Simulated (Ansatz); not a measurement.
A series of calculations on Si₂H₇Cl

Part 1: Relaxation

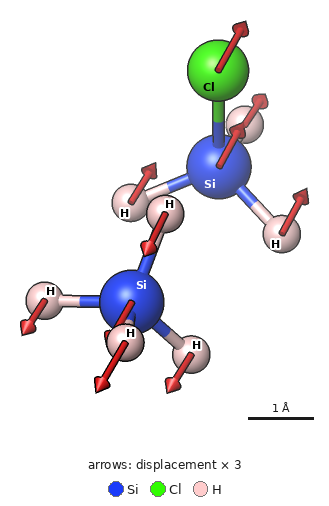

A relaxation of Si₂H₇Cl. The starting structure is drawn; red arrows show the displacements, magnified 3 times. The two geometries are superimposed by the best rigid fit.

Style: ball-and-stick. Shown from a free direction.

The run prepares an end point of a later path (reaction) calculation, from a guessed geometry.

Method: RKS PBE0-D4/6-31G* in Ansatz 0.2.0. Settings: no spin polarisation; force threshold 0.03 eV/Å; at most 50 steps.

What happened in the run?

Answer. The energy falls by 3.60 kcal/mol in 4 accepted moves (5 points after the start). Largest force component: 0.65 eV/Å at the start, 0.026 eV/Å at the end. The line search rejected the trial step at point 3 of the run. The Cl atom moves most after the best rigid fit: 0.41 Å. Largest moves by element: Cl 0.41 Å, H 0.37 Å, Si 0.34 Å. Among the contacts that change: Si–Si 3.433 → 4.106 Å, Cl–Si 2.107 → 2.064 Å, H–Si 1.470 → 1.488 Å. The run took 12 s on 1 thread of Intel(R) Xeon(R) 6975P-C (Granite Rapids) (shared host), peak memory 0.16 GiB.

Limits of the set-up: the start holds two separate molecules, 2.6 Å apart at their closest, whose relative position is a soft coordinate.

Part 2: Relaxation

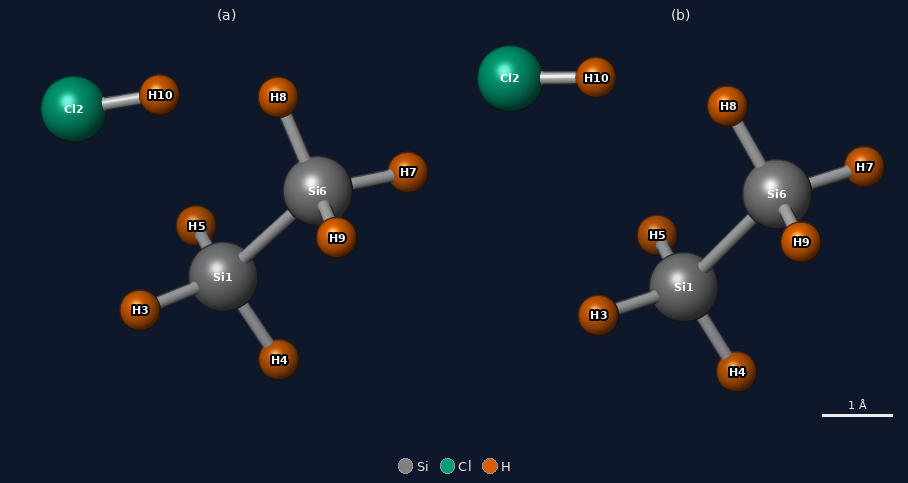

The structure of Si2H7Cl before (left) and after (right) a relaxation, at one scale.

A ball-and-stick model, seen at a tilt.

The run prepares an end point of a later path (reaction) calculation, from a guessed geometry.

All numbers below come from Ansatz, RKS PBE0-D4/6-31G*. (no spin polarisation; force threshold 0.03 eV/Å; at most 50 steps)

> What changed between the two?

The largest move after the best rigid fit is that of Cl2, 0.52 Å. By element the largest moves are Cl 0.52 Å, H 0.36 Å, Si 0.18 Å. Some distances before and after: Si1–Si6 2.257 → 2.339 Å, Cl2–H10 1.334 → 1.288 Å, Si1–H3 1.484 → 1.488 Å, Si1–H4 1.494 → 1.490 Å. Among the angles between lasting bonds that change: H4–Si1–Si6 105.7° → 109.3°, Si1–Si6–H8 113.2° → 110.6°, H3–Si1–Si6 112.4° → 110.2°. Over 6 accepted moves (7 points after the start) the energy falls by 0.165 eV. The largest force component goes from 1.2 to 0.0088 eV/Å. The line search rejected the trial step at point 6 of the run. Cost: 16 s on 1 thread of Intel(R) Xeon(R) 6975P-C (Granite Rapids), on a shared host, peak memory 0.16 GiB.

Part 3: Path

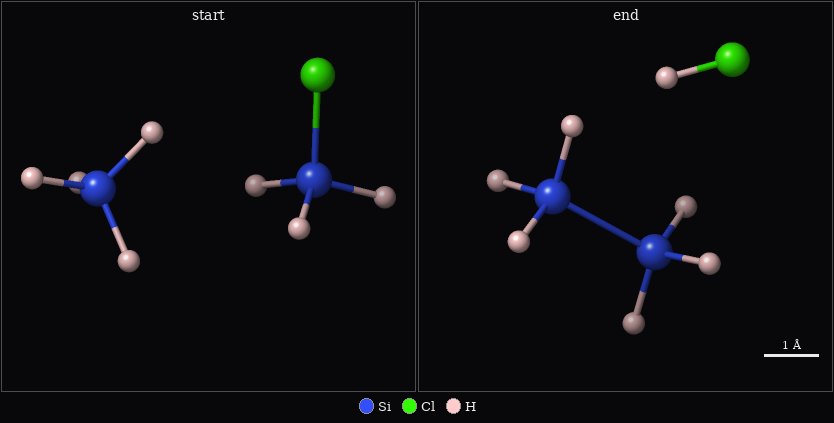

The two relaxed end points of a path for Si2H7Cl, made up at the start of SiH3Cl and SiH$_{4}$. The picture is a ball-and-stick view, seen from a free direction.

Method: Ansatz 0.2.0, RKS PBE0-D4/6-31G*.

Run with 7 movable images; climbing image; force threshold 0.03 eV/Å; iteration limit 60.

Start:
```xyz
10

Si    0.6635   -0.0294   -0.1042
Cl    1.3846    0.0748    1.8267
H     1.8085    0.1109   -1.0379
H    -0.3069    1.0744   -0.3123
H    -0.0040   -1.3398   -0.2971
Si   -3.1849    0.0225    1.3258
H    -3.1572   -0.8551    0.1234
H    -4.3065   -0.3837    2.2137
H    -3.3671    1.4361    0.8988
H    -1.8963   -0.1106    2.0574
```

End:
```xyz
10

Si   -0.4731    0.0662   -0.5034
Cl    0.5036   -0.6106    3.3510
H     0.4836    1.0379    0.0929
H    -0.6478    0.3814   -1.9494
H     0.0779   -1.3106   -0.3718
Si   -2.5450    0.2075    0.5727
H    -3.5340   -0.7300   -0.0286
H    -2.4144   -0.1607    2.0193
H    -3.0917    1.5921    0.5198
H    -0.7255   -0.4732    2.9918
```

### Predict the minimum-energy path and its barrier.

The energy climbs by 249.3 kJ/mol to image 4 and then falls by 167.4 kJ/mol, so the end point sits at +81.9 kJ/mol. Breaking: Si1–Cl2 (2.06 → 2.63 at the top → 4.03 Å), Si6–H10 (1.49 → 1.73 at the top → 3.10 Å). Forming: Cl2–H10 (3.29 → 1.79 at the top → 1.29 Å), Si1–Si6 (4.11 → 2.57 at the top → 2.34 Å). The band converged in 23 iterations, with a climbing image at the top. At the top, the vibrational analysis gives one imaginary mode (847i cm⁻¹), as a transition state must have.

Energies of the converged images:

```json
{"image": "0", "path (Å)": "0.00", "E (kJ/mol)": "0.0"}
{"image": "1", "path (Å)": "1.62", "E (kJ/mol)": "-0.1"}
{"image": "2", "path (Å)": "3.23", "E (kJ/mol)": "0.9"}
{"image": "3", "path (Å)": "4.85", "E (kJ/mol)": "58.3"}
{"image": "4", "path (Å)": "6.47", "E (kJ/mol)": "249.3"}
{"image": "5", "path (Å)": "7.09", "E (kJ/mol)": "161.4"}
{"image": "6", "path (Å)": "7.72", "E (kJ/mol)": "104.2"}
{"image": "7", "path (Å)": "8.35", "E (kJ/mol)": "85.2"}
{"image": "8", "path (Å)": "8.98", "E (kJ/mol)": "81.9"}
```

The geometry at the top of the path:

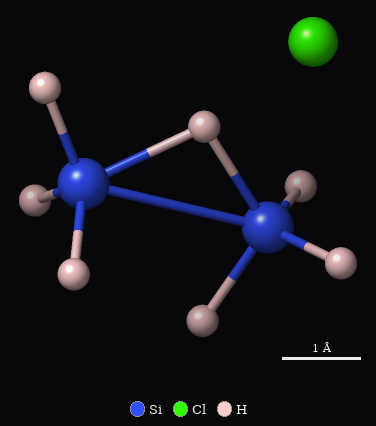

Limits of the set-up: the start holds two separate molecules, 3.1 Å apart at their closest, whose relative position is a soft coordinate.

The run took 4.8 min on 1 thread of Intel(R) Xeon(R) 6975P-C (Granite Rapids), on a shared host, peak memory 0.16 GiB.
